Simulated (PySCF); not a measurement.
**AlO (oxoaluminum) at UTPSS/def2-TZVPPD**

Aim: the vertical ionisation energy of AlO (oxoaluminum) at UTPSS/def2-TZVPPD, from 2 runs. Input form: a Python script.

The results are computed with PySCF 2.14.0.

2 further runs of the same task are left out: 2 set aside as unsound or not needed.

### 1 The structure to begin with

AlO: 2 atoms, total charge 0, spin state doublet. SMILES: `[O]=[Al]`. Geometry: relaxed at PBE0-D4/def2-TZVP.

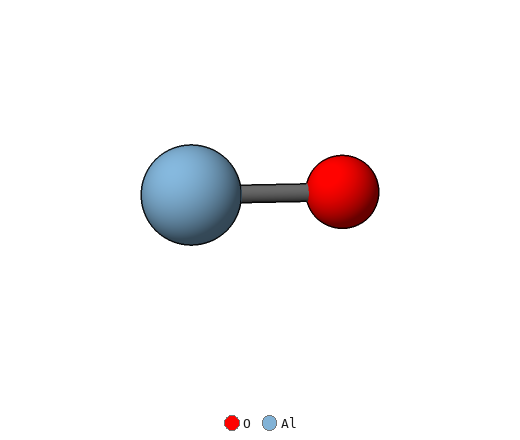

Viewed from a chosen angle; oxygen red, aluminium light blue.

### 2 The energy at UTPSS/def2-TZVPPD

Input file calc.py:

```python
# oxoaluminum
from pyscf import gto, dft

mol = gto.M(
    atom='O 0.000000 -0.000000 -0.024920; Al -0.000000 0.000000 1.594970',
    max_memory=1860,
    basis='def2-tzvppd',
    spin=1,
    verbose=4,
)

myscf = dft.UKS(mol)
myscf.xc = 'tpss'
myscf.conv_tol = 1e-10
myscf.grids.level = 5
myscf.kernel()
if not myscf.converged:
    myscf = myscf.newton().run(myscf.mo_coeff, myscf.mo_occ)

e_final = myscf.e_tot
print('E = %.10f Eh' % e_final)
```

Launch:

```sh
$ OMP_NUM_THREADS=1 python calc.py
```

The log of the run:

```text
PySCF version 2.14.0

[INPUT] num. atoms = 2
[INPUT] num. electrons = 21
[INPUT] charge = 0
[INPUT] spin (= nelec alpha-beta = 2S) = 1
[INPUT] symmetry False subgroup None
[INPUT] Mole.unit = angstrom
[INPUT] Symbol           X                Y                Z      unit          X                Y                Z       unit  Magmom
[INPUT]  1 O      0.000000000000   0.000000000000  -0.024920000000 AA    0.000000000000   0.000000000000  -0.047091975024 Bohr   0.0
[INPUT]  2 Al     0.000000000000   0.000000000000   1.594970000000 AA    0.000000000000   0.000000000000   3.014056476898 Bohr   0.0

nuclear repulsion = 33.9741772192433
number of shells = 30
number of NR pGTOs = 124
number of NR cGTOs = 88
basis = def2-tzvppd
ecp = {}

******** <class 'pyscf.dft.uks.UKS'> ********
method = UKS
initial guess = minao
damping factor = 0
level_shift factor = 0
DIIS = <class 'pyscf.scf.diis.CDIIS'>
diis_start_cycle = 1
diis_space = 8
diis_damp = 0
SCF conv_tol = 1e-10
SCF conv_tol_grad = None
SCF max_cycles = 50
direct_scf = True
direct_scf_tol = 1e-13
number electrons alpha = 11  beta = 10
XC library pyscf.dft.libxc version 7.0.0
    S. Lehtola, C. Steigemann, M. J.T. Oliveira, and M. A.L. Marques.,  SoftwareX 7, 1–5 (2018)
XC functionals = tpss
    J. Tao, J. P. Perdew, V. N. Staroverov, and G. E. Scuseria.,  Phys. Rev. Lett. 91, 146401 (2003)
    J. Tao, J. P. Perdew, V. N. Staroverov, and G. E. Scuseria.,  Phys. Rev. Lett. 91, 146401 (2003)
radial grids:
    Treutler-Ahlrichs [JCP 102, 346 (1995); DOI:10.1063/1.469408] (M4) radial grids

becke partition: Becke, JCP 88, 2547 (1988); DOI:10.1063/1.454033
pruning grids: <function nwchem_prune>
grids dens level: 5
symmetrized grids: False
atomic radii adjust function: <function treutler_atomic_radii_adjust>
small_rho_cutoff = 0
Set gradient conv threshold to 1e-05
tot grids = 86032
init E= -317.690858908985
[... the frontier-level lines of each cycle are left out ...]


cycle= 1 E= -317.276545381457  delta_E= 0.414  |g|= 0.918  |ddm|= 1.13
cycle= 2 E= -309.268943496829  delta_E= 8.01  |g|= 2.41  |ddm|= 3.95
cycle= 3 E= -317.551201653414  delta_E= -8.28  |g|= 0.424  |ddm|= 3.92
cycle= 4 E= -317.631514073425  delta_E= -0.0803  |g|= 0.295  |ddm|= 0.786
cycle= 5 E= -317.665524934719  delta_E= -0.034  |g|= 0.181  |ddm|= 0.192
cycle= 6 E= -317.680371360379  delta_E= -0.0148  |g|= 0.0704  |ddm|= 0.124
cycle= 7 E= -317.68319293611  delta_E= -0.00282  |g|= 0.0187  |ddm|= 0.098
cycle= 8 E= -317.683348358614  delta_E= -0.000155  |g|= 0.00549  |ddm|= 0.0177
cycle= 9 E= -317.683359874332  delta_E= -1.15e-05  |g|= 0.0035  |ddm|= 0.00744
cycle= 10 E= -317.683366142763  delta_E= -6.27e-06  |g|= 0.000238  |ddm|= 0.0024
cycle= 11 E= -317.683366170919  delta_E= -2.82e-08  |g|= 0.000116  |ddm|= 0.000337
cycle= 12 E= -317.683366176821  delta_E= -5.9e-09  |g|= 1.24e-05  |ddm|= 0.000114
cycle= 13 E= -317.683366176948  delta_E= -1.27e-10  |g|= 3.71e-06  |ddm|= 3.15e-05
cycle= 14 E= -317.683366176961  delta_E= -1.31e-11  |g|= 1.45e-06  |ddm|= 6.39e-06
Extra cycle  E= -317.683366176943  delta_E= 1.78e-11  |g|= 6.53e-06  |ddm|= 5.16e-06
converged SCF energy = -317.683366176943  <S^2> = 0.75648494  2S+1 = 2.0064745
E = -317.6833661769 Eh
```

It took 25 s on 1 thread of Arm Neoverse V2, shared host; peak memory 0.46 GiB.

### 3 The singlet cation at the same level

Input file calc.py:

```python
from pyscf import gto, dft

mol = gto.Mole()
mol.atom = '''
O        0.000000       0.000000      -0.024920
Al       0.000000       0.000000       1.594970
'''
mol.max_memory = 1860
mol.verbose = 3
mol.basis = 'def2-tzvppd'
mol.charge = 1
mol.build()

ks = dft.RKS(mol)
ks.xc = 'tpss'
ks.grids.level = 5
ks.conv_tol = 1e-10
ks.kernel()
if not ks.converged:
    ks = ks.newton().run(ks.mo_coeff, ks.mo_occ)

etot = ks.e_tot
print('E = %.10f Eh' % etot)
```

Launch:

```sh
$ OMP_NUM_THREADS=1 python calc.py
```

The log of the run:

```text
converged SCF energy = -317.309348913788
E = -317.3093489138 Eh
```

Run time: 12 s. Hardware: 1 thread of Arm Neoverse V2, shared host; peak memory 0.45 GiB.

### 4 Outcome

Level: UTPSS/def2-TZVPPD.

| quantity | value |
| --- | --- |
| doublet AlO: total energy | -317.68337 Eh |
| doublet AlO: dipole moment | 4.19 D |
| doublet AlO: HOMO energy (highest over α and β) | -6.59 eV |
| doublet AlO: LUMO energy (lowest over α and β) | -5.11 eV |
| doublet AlO: ⟨S²⟩ | 0.756 |
| singlet cation: total energy | -317.30935 Eh |
| singlet cation: HOMO energy | -14.04 eV |
| singlet cation: LUMO energy | -13.48 eV |
| singlet cation: HOMO–LUMO gap | 0.55 eV |
| vertical ionisation energy (to the singlet cation) | 10.178 eV |

In words: The vertical ionisation energy comes to 10.18 eV (235 kcal/mol). Only the singlet of the ionised species was computed; a triplet could lie lower.
